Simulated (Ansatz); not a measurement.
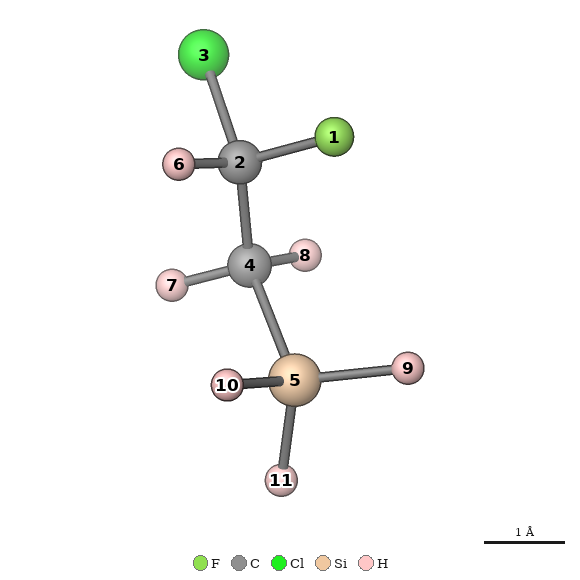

Orthographic view. Depth is shown by fading: the farther an atom, the more it takes the colour of the background. The geometry was computed by an optimisation with PBE0-D4/def2-TZVP. No frequency run is at hand to confirm it as a minimum.

Write a MOL file (V2000) with the atoms in numerical order, bonds sorted by atom number with the orders drawn, and coordinates in the frame of the picture: x right, y up, z towards the viewer, origin at the mean position.

```
C2H6ClFSi
                    3D

 11 10  0  0  0  0  0  0  0  0999 V2000
    0.8900    1.6400    0.6900 F   0  0  0  0  0  0  0  0  0  0  0  0
   -0.2900    1.3200    0.0900 C   0  0  1  0  0  0  0  0  0  0  0  0
   -0.7500    2.6700   -0.9900 Cl  0  0  0  0  0  0  0  0  0  0  0  0
   -0.1700    0.0200   -0.6600 C   0  0  0  0  0  0  0  0  0  0  0  0
    0.4000   -1.4200    0.4300 Si  0  0  0  0  0  4  0  0  0  0  0  0
   -1.0600    1.2900    0.8700 H   0  0  0  0  0  0  0  0  0  0  0  0
   -1.1400   -0.2300   -1.0900 H   0  0  0  0  0  0  0  0  0  0  0  0
    0.5300    0.1500   -1.4900 H   0  0  0  0  0  0  0  0  0  0  0  0
    1.8200   -1.2700    0.8300 H   0  0  0  0  0  0  0  0  0  0  0  0
   -0.4500   -1.4800    1.6500 H   0  0  0  0  0  0  0  0  0  0  0  0
    0.2300   -2.6800   -0.3400 H   0  0  0  0  0  0  0  0  0  0  0  0
  1  2  1  0
  2  3  1  0
  2  4  1  0
  2  6  1  0
  4  5  1  0
  4  7  1  0
  4  8  1  0
  5  9  1  0
  5 10  1  0
  5 11  1  0
M  END
```
